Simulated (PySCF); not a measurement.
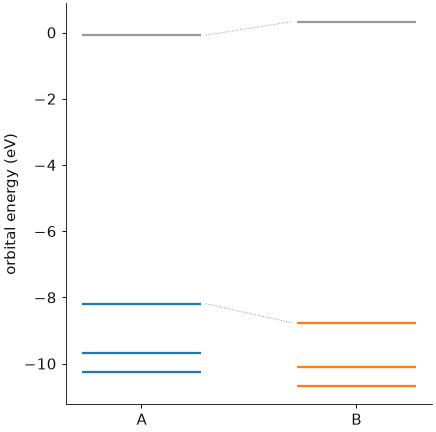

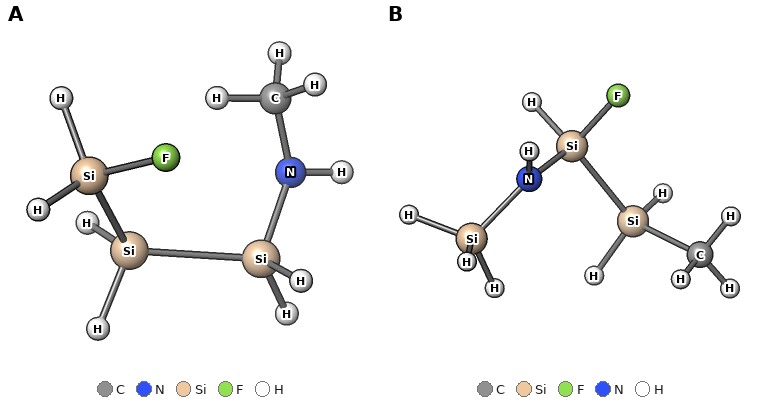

Related molecules: A is CH₁₀FNSi₃, SMILES CN[SiH2][SiH2][SiH2]F; B is CH₁₀FNSi₃, SMILES C[SiH2][Si@H](F)N[SiH3]. Frontier orbital energies, CAM-B3LYP/def2-SVPD, PySCF, at a GFN2-xTB geometry (no frequency check); drawn are at most three filled levels and, in grey, the LUMO with any level within 0.03 eV of it; dotted lines join the HOMOs and the LUMOs.

What does the change do to the frontier levels?

Answer. From A to B the HOMO falls by 0.57 eV and the LUMO rises by 0.41 eV, so the separation goes from 8.11 to 9.10 eV.

Caveats, for all or some of the runs: empty levels above zero depend strongly on the basis; one conformer of a flexible molecule; the tight-binding geometry is rougher than a DFT one and adds to the error.
